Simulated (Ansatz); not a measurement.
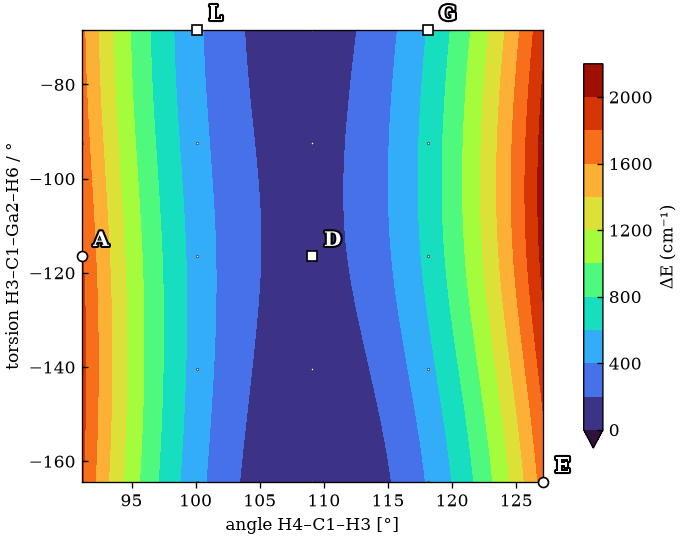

CH4Ga, SMILES [CH3][GaH], spin multiplicity 2. 
- Two internal coordinates are moved rigidly from the geometry relaxed at PBE0-D4/def2-TZVP, all others fixed.
- First axis: angle H4–C1–H3. Second axis: torsion H3–C1–Ga2–H6.
- The scan uses a 5 × 5 grid.
- Points are written as (first, second).
- Energies are in cm⁻¹, from the lowest grid point.
- These are results of UKS PBE-D4/def2-TZVPP in Ansatz, not measurements.

The picture shows filled contours, dots at the grid points, lettered points. Between grid points the surface is interpolated.

Is L the lowest point of the computed grid?

Answer. No. L lies 438 cm⁻¹ above the lowest grid point, which is at (109°, −164.4°).

Rank the lettered points by energy, lowest first.

Answer. D (133 cm⁻¹), L (438 cm⁻¹), G (609 cm⁻¹), E (1687 cm⁻¹), A (1828 cm⁻¹).
